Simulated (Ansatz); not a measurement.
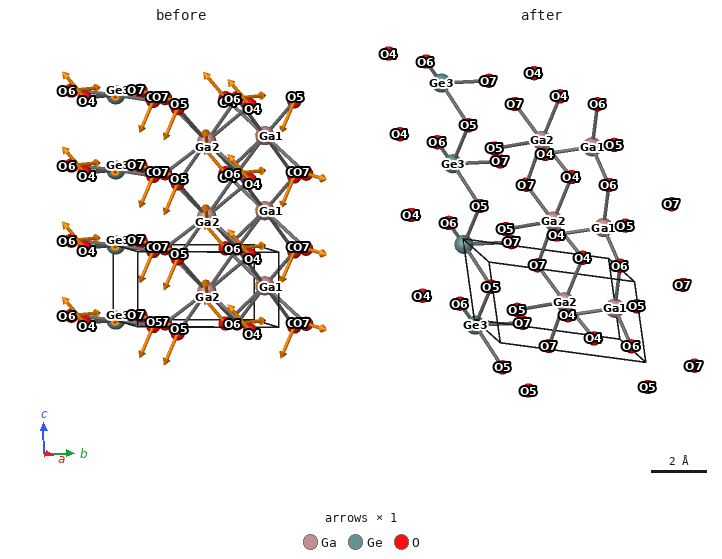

The structure of a crystal of Ga₂GeO₄ (built on the K2PdCl4-123 type type) before (left) and after (right) a relaxation, at one scale. The orange arrows give the displacements (the part carried along by the change of the cell is left out), at their true length.

The picture is a ball-and-stick view of the cell of the calculation, repeated 1 × 1 × 3 with one cell outlined, seen from a free direction.

Case: shaken.

Level of theory: DFT, PBEsol, plane waves, PAW in Ansatz 0.2.0.

The input:
```yaml
crystal:
  lattice:
    - [5.3111030949, -0.0184249478, -0.0017323711]
    - [-0.0184249478, 5.2957860383, -0.0322746976]
    - [-0.0009159985, -0.0170653816, 2.7772249665]
  atoms:
    - { symbol: Ga, position: [0.4793132331, -0.0089637103, 0.5021570485] }
    - { symbol: Ga, position: [-0.0153989004, 0.4914401459, 0.4718129367] }
    - { symbol: Ge, position: [0.0141626256, 0.0148965, -0.0062928676] }
    - { symbol: O, position: [0.2380772721, 0.7546439888, -0.0241962885] }
    - { symbol: O, position: [0.2402114577, 0.2412131817, -0.0619931309] }
    - { symbol: O, position: [0.7377378192, 0.7488657479, 0.0248520145] }
    - { symbol: O, position: [0.7652385316, 0.2336705471, 0.025116413] }
kpoints:
  mp_grid: { grid: [4, 4, 6] }
hamiltonian:
  xc: pbesol
scf:
  occupations: { method: fermi_dirac, width: 0.05 }
relax:
  f_tol: 0.01
  cell: {}
  max_steps: 120
```

Run as
```bash
ansatz run input.yaml --threads 4 --pin off --max-ram 4608MiB --backend cpu --events-out ev --progress --plain --runs-dir out
```

Question: Summarise the run.

Answer: Over 47 accepted moves (56 points after the start) the energy falls by 794 meV per atom. The largest force component goes from 4.6 to 0.0079 eV/Å. Pressure: 6.16 GPa at the start and −0.01 GPa at the end. The line search rejected the trial steps at points 18, 28, 34, 46 of the run. At 5 points the geometry stayed and the basis and grid were re-selected for the new cell (energy shift of 46.3 meV per atom at most each time). O6 moves most relative to the cell: 1.51 Å along [−2 3 1]. By element the largest moves are O 1.51 Å, Ga 0.85 Å, Ge 0.43 Å. The drawn cell changes as follows: a 5.311 → 6.117 Å (+15.2 %), b 5.296 → 5.532 Å (+4.5 %), c 2.777 → 3.011 Å (+8.4 %), α 90.7° → 105.1°, β 90.0° → 100.5°, γ 90.4° → 91.2°; the volume changes by +23.5 %. Some distances before and after: Ga2–O6 2.277 → 4.590 Å, Ga1–O7 2.394 → 4.349 Å, Ga2–O6 (another image) 2.432 → 4.328 Å, Ge3–O4 1.827 → 3.248 Å. New bonds form, among them: Ge3–O5 (3.11 → 1.99 Å). Bonds break, among them: Ga1–O4 (2.23 → 3.53 Å), Ga2–O6 (2.28 → 4.59 Å), Ge3–O4 (1.83 → 3.25 Å). Bond angles that change, for instance: O5–Ga1–O6 176.8° → 111.6°, Ga1–O6–Ge3 94.2° → 147.2°, Ga1–O4–Ga2 176.3° → 125.4°. The space group stays P1 (No. 1).
